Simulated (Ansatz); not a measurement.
## How fast states decay through KNa2YF6

A new crystal, KNa2YF6: structure, gap and complex bands. It is built by putting K for Tl, Na for Rb in the Rb2YTlF6 structure of space group Fm-3m, with the volume rescaled by atomic radii. The parent structure comes from the Materials Project.

Program: Ansatz 0.2.0. Level of theory: PBE DFT, plane waves, PAW files, in the first sound run; inputs show where later runs differ. Results are calculated unless marked as measured.

The structure was built from a prototype and need not be the compound's stable phase.

## 1. The starting structure

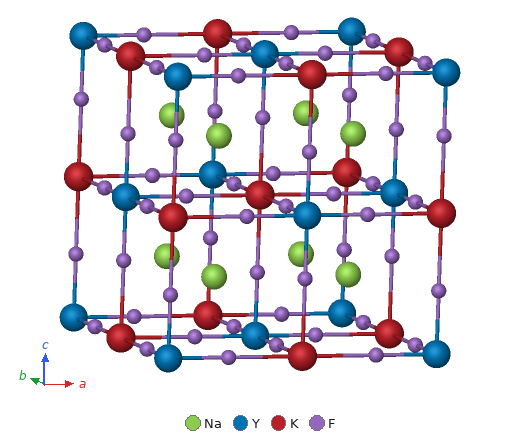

The starting structure, seen slightly off an axis (sodium green, yttrium blue, potassium red, fluorine purple). This picture shows the conventional cell, with its axes. Some periodic images of atoms are drawn too.

## 2. Cell and atoms at rest

The substituted atoms don't fit the parent's cell, so cell and atoms relax together. A small smearing keeps the run stable in case the gap closes on the way.

input.yaml reads:

```yaml
crystal:
  lattice:
    - [0.0, 4.6967496418, 4.6967496418]
    - [4.6967496418, 0.0, 4.6967496418]
    - [4.6967496418, 4.6967496418, 0.0]
  atoms:
    - { symbol: Na, position: [0.75, 0.75, 0.75] }
    - { symbol: Na, position: [0.25, 0.25, 0.25] }
    - { symbol: "Y", position: [0.0, 0.0, 0.0] }
    - { symbol: K, position: [0.5, 0.5, 0.5] }
    - { symbol: F, position: [0.774986, 0.225014, 0.225014] }
    - { symbol: F, position: [0.225014, 0.225014, 0.774986] }
    - { symbol: F, position: [0.225014, 0.774986, 0.774986] }
    - { symbol: F, position: [0.225014, 0.774986, 0.225014] }
    - { symbol: F, position: [0.774986, 0.225014, 0.774986] }
    - { symbol: F, position: [0.774986, 0.774986, 0.225014] }
kpoints:
  mp_grid: { grid: [4, 4, 4] }
scf:
  occupations: { method: gaussian, width: 0.03 }
hamiltonian:
  xc: pbe
output:
  forces: true
  stress: true
relax:
  f_tol: 0.02
  max_steps: 60
  cell: {}
```

The run is started by

```console
ansatz run input.yaml --threads 2 --pin off --max-ram 4096MiB --backend cpu --events-out ev --progress --plain --runs-dir out
```

Numbers of over 12 decimals in the logs are rounded to 6 here.

Log:

```text
Engine: ansatz 0.2.0, x86_64-unknown-linux-gnu
Pseudopotentials: kind: paw
Pseudopotential: Na, paw, valence charge 9, recommended cutoff 420 eV (normal), Na.paw.azcp
Pseudopotential: Y, paw, valence charge 11, recommended cutoff 420 eV (normal), Y.paw.azcp
Pseudopotential: K, paw, valence charge 9, recommended cutoff 420 eV (normal), K.paw.azcp
Pseudopotential: F, paw, valence charge 7, recommended cutoff 420 eV (normal), F.paw.azcp
Functional definition: PBE
  parameter kappa = 0.804
  parameter beta = 0.066725
  exchange = pbe_x(kappa = kappa, mu = beta*pi^2/3)
  correlation = pbe_c(beta = beta)
Crystal: 10 atoms, lattice volume = 207.215 Å³
Basis set: ecut = 420 eV, 4015 PW (Γ), exchange–correlation on 90×90×90 points (8 copies of the dense FFT grid, shifted against one another)
Bands: 50, of which v1, the nominal top of the filled ones, is band 40 counted from 1 (39 counted from 0)
Symmetry: 48 space group operations
Space group: Fm-3m (ITA 225), of the structure as read, at distance tolerance 5.9e-5 Å
k-points: 8 of 64
Non-local potential: Na, projectors of the file, l = 0: 3, l = 1: 2, l = 2: 1
Non-local potential: Y, projectors of the file, l = 0: 3, l = 1: 2, l = 2: 2, l = 3: 1
Non-local potential: K, projectors of the file, l = 0: 3, l = 1: 2, l = 2: 2
Non-local potential: F, projectors of the file, l = 0: 2, l = 1: 2, l = 2: 1
PAW form: soft (Blöchl's): semilocal exchange-correlation on the pseudo side does not see the compensation charge
PAW one-centre angular grid: Na, 110 points (default); XC on 64 Gauss nodes
PAW one-centre angular grid: Y, 590 points (default); XC on 64 Gauss nodes
PAW one-centre angular grid: K, 110 points (default); XC on 64 Gauss nodes
PAW one-centre angular grid: F, 110 points (default); XC on 64 Gauss nodes
Initial density: superposition of atomic densities (neutral atoms: chi_scale 0, normalization atom), corrected by the library's trained network
Initial wavefunctions: pseudopotential atomic-orbital guess
Functional: x = pbe(κ = 0.804, μ = 0.219515), c = pbe(β = 0.066725)
SCF iter   1: F=—  HF=-13223.399327 eV  |F-HF|=—  |Δ(HF+E_count)|=         —  Δρ=6.61e-4  dr2=8.32e-4  ethr=1.77e-3  ⟨swp⟩=6.1  Hψ=1639  notcnv=0
preconditioner: auto → Resta (q_TF=auto, 2.328 Å⁻¹)  ε∞=2.4  [insulator: Δε(μ)=4.692 eV  Ē_g=18.559 eV  σ=0.030 eV  W_gap=1.00  n_scr=58 (ndim 8)  ℏωp=22.2 eV  f_vac=0.333  D(μ)=0.00/eV (n_scr^D=0)  ε∞_Penn≈2.4]
SCF iter   2: F=—  HF=-13223.399433 eV  |F-HF|=—  |Δ(HF+E_count)|=   1.07e-4  Δρ=3.31e-4  dr2=2.25e-4  ethr=1.04e-6  ⟨swp⟩=2.0  Hψ=802  notcnv=0  defer=17
SCF iter   3: F=—  HF=-13223.399620 eV  |F-HF|=—  |Δ(HF+E_count)|=   1.86e-4  Δρ=1.86e-4  dr2=7.42e-5  ethr=2.82e-7  ⟨swp⟩=2.1  Hψ=577  notcnv=0  defer=17
SCF iter   4: F=—  HF=-13223.399511 eV  |F-HF|=—  |Δ(HF+E_count)|=   1.08e-4  Δρ=4.52e-5  dr2=4.58e-6  ethr=9.27e-8  ⟨swp⟩=2.0  Hψ=592  notcnv=0  defer=17
SCF iter   5: F=—  HF=-13223.399512 eV  |F-HF|=—  |Δ(HF+E_count)|=   4.75e-7  Δρ=9.31e-6  dr2=1.73e-7  ethr=5.73e-9  ⟨swp⟩=2.0  Hψ=617  notcnv=0  defer=17
SCF iter   6: F=-13223.399512 eV  HF=-13223.399512 eV  |F-HF|=6.17e-9  |Δ(HF+E_count)|=   2.33e-7  Δρ=1.90e-6  dr2=7.04e-9  ethr=1.25e-10  ⟨swp⟩=4.0  Hψ=1155  notcnv=0
SCF 1 converged in 6 iterations: F = -13223.399512 eV  dr2 = 7.04e-9
  greatest PAW one-centre occupation: 0.999 electrons in one spin orbital (limit 2), on the Na atom at site 1 (counted from 0), in its partial waves of l = 0
relax step   1: F+E_penalty+E_count = -13223.39951206 eV  Δ(F+E_penalty+E_count) = +0.000e0 eV  max|allowed force component| = 1.022e0 eV/Å  Δτ_max = 0.0000 Å  P = +1.477 GPa  Ω = 207.215 Å³  (6 SCF iters, dr2 threshold 1.00e-7 eV, accepted)
Crystal: 10 atoms, lattice volume = 200.025 Å³
Basis set: ecut = 420 eV, 3839 PW (Γ), exchange–correlation on 90×90×90 points (8 copies of the dense FFT grid, shifted against one another)
Initial density: handed on by an earlier stage of this run
Initial wavefunctions: those handed on with the density
iter 1 solved again at ethr=1.13e-4 eV; its pass at ethr=3.10e-3 eV (dr2=9.08e-2 eV) is discarded
SCF iter   1: F=—  HF=-13223.599519 eV  |F-HF|=—  |Δ(HF+E_count)|=         —  Δρ=9.91e-3  dr2=9.25e-2  ethr=1.13e-4  ⟨swp⟩=3.1  Hψ=1805  notcnv=0
preconditioner: auto → Resta (q_TF=auto, 2.342 Å⁻¹)  ε∞=2.5  [insulator: Δε(μ)=4.660 eV  Ē_g=18.480 eV  σ=0.030 eV  W_gap=1.00  n_scr=50 (ndim 8)  ℏωp=22.6 eV  f_vac=0.311  D(μ)=0.00/eV (n_scr^D=0)  ε∞_Penn≈2.5]
SCF iter   2: F=—  HF=-13223.573492 eV  |F-HF|=—  |Δ(HF+E_count)|=   2.60e-2  Δρ=4.48e-3  dr2=1.60e-2  ethr=1.13e-4  ⟨swp⟩=2.1  Hψ=625  notcnv=0
SCF iter   3: F=—  HF=-13223.570026 eV  |F-HF|=—  |Δ(HF+E_count)|=   3.47e-3  Δρ=1.93e-3  dr2=3.05e-3  ethr=2.01e-5  ⟨swp⟩=2.4  Hψ=697  notcnv=0
SCF iter   4: F=—  HF=-13223.569465 eV  |F-HF|=—  |Δ(HF+E_count)|=   5.61e-4  Δρ=4.91e-4  dr2=2.10e-4  ethr=3.81e-6  ⟨swp⟩=2.0  Hψ=544  notcnv=0
SCF iter   5: F=—  HF=-13223.569260 eV  |F-HF|=—  |Δ(HF+E_count)|=   2.05e-4  Δρ=6.10e-5  dr2=5.32e-6  ethr=2.62e-7  ⟨swp⟩=2.9  Hψ=724  notcnv=0
SCF iter   6: F=-13223.569262 eV  HF=-13223.569261 eV  |F-HF|=3.90e-7  |Δ(HF+E_count)|=   1.84e-6  Δρ=2.01e-5  dr2=6.25e-7  ethr=1.25e-9  ⟨swp⟩=4.0  Hψ=1380  notcnv=0
SCF 2 converged in 6 iterations: F = -13223.569262 eV  dr2 = 6.25e-7
relax step   2: F+E_penalty+E_count = -13223.56926186 eV  Δ(F+E_penalty+E_count) = -1.697e-1 eV  max|allowed force component| = 3.202e-1 eV/Å  Δτ_max = 0.0893 Å  P = -0.063 GPa  Ω = 200.025 Å³  energy of the carried Pulay correction = +1.557e-2 eV  (6 SCF iters, dr2 threshold 1.00e-6 eV, accepted)
Crystal: 10 atoms, lattice volume = 203.102 Å³
Basis set: ecut = 420 eV, 3943 PW (Γ), exchange–correlation on 90×90×90 points (8 copies of the dense FFT grid, shifted against one another)
iter 1 solved again at ethr=9.74e-6 eV; its pass at ethr=3.10e-3 eV (dr2=7.79e-3 eV) is discarded
SCF iter   1: F=—  HF=-13223.588042 eV  |F-HF|=—  |Δ(HF+E_count)|=         —  Δρ=2.81e-3  dr2=8.14e-3  ethr=9.74e-6  ⟨swp⟩=3.0  Hψ=1806  notcnv=0
preconditioner: auto → Resta (q_TF=auto, 2.336 Å⁻¹)  ε∞=2.5  [insulator: Δε(μ)=4.802 eV  Ē_g=18.490 eV  σ=0.030 eV  W_gap=1.00  n_scr=58 (ndim 8)  ℏωp=22.4 eV  f_vac=0.322  D(μ)=0.00/eV (n_scr^D=0)  ε∞_Penn≈2.5]
SCF iter   2: F=—  HF=-13223.585634 eV  |F-HF|=—  |Δ(HF+E_count)|=   2.41e-3  Δρ=1.33e-3  dr2=1.49e-3  ethr=9.74e-6  ⟨swp⟩=2.0  Hψ=637  notcnv=0
SCF iter   3: F=—  HF=-13223.585297 eV  |F-HF|=—  |Δ(HF+E_count)|=   3.37e-4  Δρ=5.54e-4  dr2=3.38e-4  ethr=1.87e-6  ⟨swp⟩=2.0  Hψ=616  notcnv=0
SCF iter   4: F=—  HF=-13223.585038 eV  |F-HF|=—  |Δ(HF+E_count)|=   2.59e-4  Δρ=1.56e-4  dr2=2.91e-5  ethr=4.22e-7  ⟨swp⟩=2.0  Hψ=544  notcnv=0
SCF iter   5: F=-13223.585035 eV  HF=-13223.585035 eV  |F-HF|=3.25e-7  |Δ(HF+E_count)|=   2.82e-6  Δρ=2.35e-5  dr2=8.86e-7  ethr=1.25e-9  ⟨swp⟩=2.6  Hψ=1536  notcnv=0
SCF 3 converged in 5 iterations: F = -13223.585035 eV  dr2 = 8.86e-7
relax step   3: F+E_penalty+E_count = -13223.58503514 eV  Δ(F+E_penalty+E_count) = -1.577e-2 eV  max|allowed force component| = 2.833e-3 eV/Å  Δτ_max = 0.0245 Å  P = -0.023 GPa  Ω = 203.102 Å³  energy of the carried Pulay correction = +8.842e-3 eV  (5 SCF iters, dr2 threshold 1.00e-6 eV, accepted)
[...]
relax step   4: F+E_penalty+E_count = -13223.57675671 eV  Δ(F+E_penalty+E_count) = +8.278e-3 eV  max|allowed force component| = 3.071e-3 eV/Å  Δτ_max = 0.0000 Å  P = -0.104 GPa  Ω = 203.102 Å³  stress off target by 1.04e-1 GPa  SCF on the basis re-selected at this cell (its energy is not comparable with the rows above)  (6 SCF iters)
[...]
relax step   5: F+E_penalty+E_count = -13223.57790758 eV  Δ(F+E_penalty+E_count) = -1.151e-3 eV  max|allowed force component| = 3.062e-3 eV/Å  Δτ_max = 0.0009 Å  P = -0.032 GPa  Ω = 202.659 Å³  energy of the carried Pulay correction = +9.793e-4 eV  (5 SCF iters, dr2 threshold 2.70e-8 eV, accepted)
iter 1 solved again at ethr=1.71e-9 eV; its pass at ethr=3.10e-3 eV (dr2=1.36e-6 eV) is discarded
SCF iter   1: F=—  HF=-13223.577749 eV  |F-HF|=—  |Δ(HF+E_count)|=         —  Δρ=5.43e-6  dr2=1.95e-8  ethr=1.71e-9  ⟨swp⟩=4.0  Hψ=2900  notcnv=0
preconditioner: auto → Resta (q_TF=auto, 2.337 Å⁻¹)  ε∞=2.5  [insulator: Δε(μ)=4.766 eV  Ē_g=18.497 eV  σ=0.030 eV  W_gap=1.00  n_scr=58 (ndim 8)  ℏωp=22.4 eV  f_vac=0.318  D(μ)=0.00/eV (n_scr^D=0)  ε∞_Penn≈2.5]
SCF iter   2: F=—  HF=-13223.577716 eV  |F-HF|=—  |Δ(HF+E_count)|=   3.33e-5  Δρ=2.48e-6  dr2=7.03e-9  ethr=2.43e-11  ⟨swp⟩=3.0  Hψ=831  notcnv=0
SCF iter   3: F=—  HF=-13223.577716 eV  |F-HF|=—  |Δ(HF+E_count)|=   5.81e-9  Δρ=1.16e-6  dr2=1.82e-9  ethr=8.79e-12  ⟨swp⟩=2.6  Hψ=731  notcnv=0
SCF iter   4: F=—  HF=-13223.577716 eV  |F-HF|=—  |Δ(HF+E_count)|=   2.57e-9  Δρ=7.48e-7  dr2=9.45e-10  ethr=2.28e-12  ⟨swp⟩=2.5  Hψ=742  notcnv=0
SCF iter   5: F=-13223.577716 eV  HF=-13223.577716 eV  |F-HF|=4.91e-11  |Δ(HF+E_count)|=  2.89e-10  Δρ=1.63e-7  dr2=5.24e-11  ethr=1.00e-12  ⟨swp⟩=3.0  Hψ=1307  notcnv=0
SCF 6 converged in 5 iterations: F = -13223.577716 eV  dr2 = 5.24e-11
relax step   6: F+E_penalty+E_count = -13223.57771585 eV  Δ(F+E_penalty+E_count) = +1.917e-4 eV  max|allowed force component| = 3.057e-3 eV/Å  Δτ_max = 0.0000 Å  P = -0.037 GPa  Ω = 202.659 Å³  stress off target by 3.65e-2 GPa  SCF on the basis re-selected at this cell (its energy is not comparable with the rows above)  (5 SCF iters)
basis re-selected at this cell: Δ(F+E_penalty+E_count) = +1.917e-4 eV, ΔP = -0.005 GPa vs the last step (what re-selecting the basis moved, of the pressure what is left beyond the Pulay correction that the steps carried, after the strain that the cell walked since its last selection, with what the two solves' SCF thresholds leave and, on support functions, any second-order correction that the steps lacked; it is no m [...]
SCF converged after 5 iterations
Free energy (F): -13223.577716 eV
Harris-Foulkes:  -13223.577716 eV  (|F-HF|=4.91e-11)
Internal energy: -13223.577716 eV  (E = F + TS)
E sigma→0 (E₀):  -13223.577716 eV
Fermi energy:    1.961930 eV
--- Per-component energies (eV) ---
  E_band       = -1027.403450
  E_kinetic    = 2043.095972
  E_local      = -8274.070998  (includes V_loc(G=0)·N_el)
  E_nonlocal   = 731.440098
  E_hartree    = 3056.629586
  E_xc         = -869.716086
  E_vxc        = -1083.269852  (∫ρ·V_xc dr)
  E_paw        = -5336.165757  (= ΣΔE_a)
  E_vpaw       = -557.870049  (= ΣTr[D̂ρ^β])
  E_aug_tail   = 0.012268  (compensation charges beyond the density's cutoff)
  E_ewald      = -4574.802800
  E_smearing   = -0.000000  (= −TS)
  E_closure    = 0.000000  (closes the sum)
  Σ components = -13223.577716   (vs F -13223.577716, Δ=0.00e0)
--- Forces (eV/Å), atoms counted from 1 ---
  atom   1  Na     0.00000000     0.00000000    -0.00000000
  atom   2  Na    -0.00000000    -0.00000000     0.00000000
  atom   3  Y     -0.00000000     0.00000000     0.00000000
  atom   4  K      0.00000000    -0.00000000     0.00000000
  atom   5  F     -0.00305655     0.00000000     0.00000000
  atom   6  F      0.00000000    -0.00000000    -0.00305655
  atom   7  F      0.00305655    -0.00000000    -0.00000000
  atom   8  F      0.00000000    -0.00305655     0.00000000
  atom   9  F     -0.00000000     0.00305655    -0.00000000
  atom  10  F     -0.00000000    -0.00000000     0.00305655
  max |Σ_I F_I| component: 2.60e-18 eV/Å
--- Stress (GPa, compression-positive) ---
       -0.036549      -0.000000      -0.000000
       -0.000000      -0.036549      -0.000000
       -0.000000      -0.000000      -0.036549
  P = ⅓ Tr σ = -0.0365 GPa (-0.365 kbar)
--- Relaxed structure (4 steps of the walk, 4 accepted, 2 SCFs on fresh bases) ---
  F+E_penalty+E_count = -13223.57771585 eV   max|allowed force component| = 3.057e-3 eV/Å   (the final SCF, on the basis selected at the relaxed cell)
  cell:  # Å, volume = 202.6594 Å³
    - [0, 4.662072, 4.662072]
    - [4.662072, 0, 4.662072]
    - [4.662072, 4.662072, 0]
  atoms:
    - { symbol: Na, position: [0.75, 0.75, 0.75] }
    - { symbol: Na, position: [0.25, 0.25, 0.25] }
    - { symbol: Y, position: [-3.9012121386957435e-19, -2.1468208810574043e-19, 2.285325454028866e-19] }
    - { symbol: K, position: [0.5, 0.5, 0.5] }
    - { symbol: F, position: [0.767996, 0.232004, 0.232004] }
    - { symbol: F, position: [0.232004, 0.232004, 0.767996] }
    - { symbol: F, position: [0.232004, 0.767996, 0.767996] }
    - { symbol: F, position: [0.232004, 0.767996, 0.232004] }
    - { symbol: F, position: [0.767996, 0.232004, 0.767996] }
    - { symbol: F, position: [0.767996, 0.767996, 0.232004] }
```

Wall time 4.4 s (2 threads of AMD EPYC 9R45, shared host); peak memory 0.58 GiB.

The steps of the relaxation:

| step | energy less that of the first step (eV) | largest force component (eV/Å) | pressure (GPa) | volume (Å³) |
| --- | --- | --- | --- | --- |
| 1 | 0.0000 | 1.0219 | 1.48 | 207.22 |
| 2 | -0.1698 | 0.3202 | -0.06 | 200.02 |
| 3 | -0.1855 | 0.0028 | -0.02 | 203.10 |
| 4* | -0.1772 | 0.0031 | -0.10 | 203.10 |
| 5 | -0.1784 | 0.0031 | -0.03 | 202.66 |
| 6* | -0.1782 | 0.0031 | -0.04 | 202.66 |

Relaxation steps marked * repeat the geometry before them on a plane-wave basis chosen anew for their cell, so energy and pressure can jump there.

The run keeps the 48 symmetry operations that it works with, so distortions that break them were not tested.

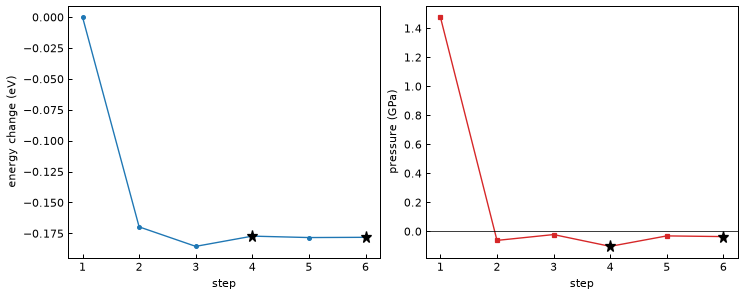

Energy and pressure along the relaxation. Stars mark steps on a basis chosen anew.

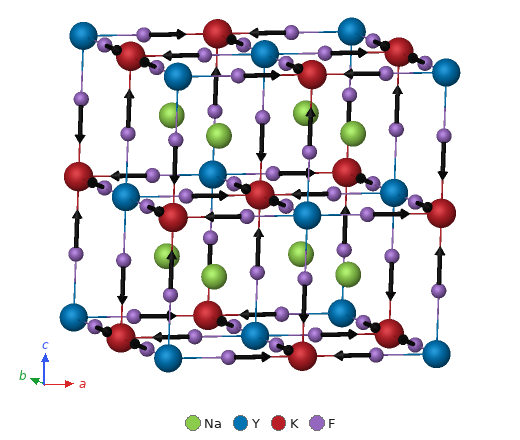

Displacements in the relaxation, exaggerated, measured against the changing cell; the longest in the cell stands for 0.07 Å. Some periodic images of atoms are drawn too.

| conventional cell, symmetrised | before | after | change |
| --- | --- | --- | --- |
| a (Å) | 9.393 | 9.324 | -0.7 % |
| b (Å) | 9.393 | 9.324 | -0.7 % |
| c (Å) | 9.393 | 9.324 | -0.7 % |
| volume (Å³/atom) | 20.72 | 20.27 | -2.2 % |

The atoms that moved most (Å, as changes of fractional coordinates times the final cell):

| atom | dx | dy | dz | length |
| --- | --- | --- | --- | --- |
| F7 | -0.065 | 0.000 | 0.000 | 0.065 |
| F9 | 0.000 | -0.065 | 0.000 | 0.065 |
| F10 | 0.000 | 0.000 | -0.065 | 0.065 |
| F5 | 0.065 | 0.000 | 0.000 | 0.065 |
| F8 | 0.000 | 0.065 | 0.000 | 0.065 |
| F6 | 0.000 | 0.000 | 0.065 | 0.065 |

Final coordinates:

```cif
data_structure
_symmetry_space_group_name_H-M 'P 1'
_symmetry_Int_Tables_number 1
_cell_length_a 6.5932
_cell_length_b 6.5932
_cell_length_c 6.5932
_cell_angle_alpha 60.000
_cell_angle_beta 60.000
_cell_angle_gamma 60.000
_cell_volume 202.66
loop_
_atom_site_label
_atom_site_type_symbol
_atom_site_fract_x
_atom_site_fract_y
_atom_site_fract_z
_atom_site_occupancy
Na1 Na 0.75000 0.75000 0.75000 1
Na2 Na 0.25000 0.25000 0.25000 1
Y3 Y 0.00000 0.00000 0.00000 1
K4 K 0.50000 0.50000 0.50000 1
F5 F 0.76800 0.23200 0.23200 1
F6 F 0.23200 0.23200 0.76800 1
F7 F 0.23200 0.76800 0.76800 1
F8 F 0.23200 0.76800 0.23200 1
F9 F 0.76800 0.23200 0.76800 1
F10 F 0.76800 0.76800 0.23200 1
```

Numbers from this step:

* free energy: -13223.5777 eV
* Fermi energy: 1.962 eV
* pressure: -0.03655 GPa

The largest force component on a free atom ends at 0.0031 eV/Å.

## 3. Band edges

The energy window and the wavevectors of the next steps follow from the band edges, so these are searched first, off the mesh as well.

input.yaml reads:

```yaml
crystal:
  lattice:
    - [0.0, 4.6620716769, 4.6620716769]
    - [4.6620716769, 0.0, 4.6620716769]
    - [4.6620716769, 4.6620716769, 0.0]
  atoms:
    - { symbol: Na, position: [0.75, 0.75, 0.75] }
    - { symbol: Na, position: [0.25, 0.25, 0.25] }
    - { symbol: "Y", position: [0.0, 0.0, 0.0] }
    - { symbol: K, position: [0.5, 0.5, 0.5] }
    - { symbol: F, position: [0.7679960395, 0.2320039605, 0.2320039605] }
    - { symbol: F, position: [0.2320039605, 0.2320039605, 0.7679960395] }
    - { symbol: F, position: [0.2320039605, 0.7679960395, 0.7679960395] }
    - { symbol: F, position: [0.2320039605, 0.7679960395, 0.2320039605] }
    - { symbol: F, position: [0.7679960395, 0.2320039605, 0.7679960395] }
    - { symbol: F, position: [0.7679960395, 0.7679960395, 0.2320039605] }
kpoints:
  mp_grid: { grid: [4, 4, 4] }
  band_path: { path: [VBM, CBM], npoints: 30 }
scf:
  occupations: { method: fixed }
hamiltonian:
  xc: pbe
output:
  eigenvalues: true
  write_potential: true
  write_density: true
  volumetric_format: npy
```

Log:

```text
[...]
Crystal: 10 atoms, lattice volume = 202.659 Å³
Basis set: ecut = 420 eV, 3839 PW (Γ)
Bands: 50, of which v1, the nominal top of the filled ones, is band 40 counted from 1 (39 counted from 0)
Symmetry: 48 space group operations
[...]
k-points: 8 of 64
[...]
SCF iter   1: F=—  HF=-13223.577214 eV  |F-HF|=—  |Δ(HF+E_count)|=         —  Δρ=6.08e-4  dr2=6.43e-4  ethr=1.77e-3  ⟨swp⟩=4.1  Hψ=1426  notcnv=0  defer=62
[...]
SCF iter   6: F=-13223.577827 eV  HF=-13223.577827 eV  |F-HF|=8.68e-9  |Δ(HF+E_count)|=   2.41e-7  Δρ=1.57e-6  dr2=4.43e-9  ethr=1.25e-10  ⟨swp⟩=9.6  Hψ=1350  notcnv=0
SCF 1 converged in 6 iterations: F = -13223.577827 eV  dr2 = 4.43e-9
[...]
NSCF: frozen V_eff on 16 k-points
[...]
SCF converged after 6 iterations
Free energy (F): -13223.577827 eV
[...]
Internal energy: -13223.577827 eV  (E = F + TS)
E sigma→0 (E₀):  -13223.577827 eV
Fermi energy:    -0.421345 eV
[...]
--- Band table (eV; the first three rows and the last of 8) ---
  k-point 0: bands = [... 36 lower, -0.4950, -0.4213, -0.4213, -0.4213, 4.3451, 7.2385, 8.2998, 8.2998, ... 6 higher]
  k-point 1: bands = [... 36 lower, -0.6072, -0.4773, -0.4773, -0.4593, 4.8112, 6.9616, 8.3244, 8.3244, ... 6 higher]
  k-point 2: bands = [... 36 lower, -0.6935, -0.5519, -0.5519, -0.5103, 5.8754, 5.9829, 8.2403, 8.3462, ... 6 higher]
  k-point 7: bands = [... 36 lower, -0.5500, -0.5500, -0.5172, -0.5172, 6.4029, 6.4029, 7.5751, 7.6968, ... 6 higher]
```

It took 3.4 s on 2 threads; peak memory 0.54 GiB; 6.5 s of CPU time.

In the SCF lines HF is the Harris–Foulkes energy and dr2 the Hartree energy of the density residual, in eV; the loop may stop once dr2 is under the threshold and the program's other checks hold. Hψ counts applications of the Hamiltonian.

Numbers from this step:

| Quantity | Value |
| --- | --- |
| free energy | -13223.5778 eV |
| Fermi energy | -0.4213 eV |
| gap on the k-mesh | 4.766 eV |
| gap on path | 4.766 eV, by band count; negative where bands overlap |
| direct gap on path | 4.766 eV |
| edge places on path | 0, 0 1/A along the path |

Levels at VBM (eV): -1.42, -1.42, -1.37, -1.35, -1.35, -1.35, -0.63, -0.63, -0.63, -0.35, -0.35, -0.35, -0.07, -0.07, -0.07, 0.00, 0.00, 0.00, 4.77, 7.66.

The searched edges give 4.77 eV, as on the mesh.

[end of part 1 of 2]

[Logs are printed without paths, hosts, clocks, repeated set-up lines and the standing remarks that a program may print on its own settings, such as how far it seeks lower states.]

[Hosts, paths, dates, database ids (printed as entryN), source tags and the programs' standing remarks are cut or masked in the printed files.]

[New means built here by substitution; the compound itself may be known and measured.]
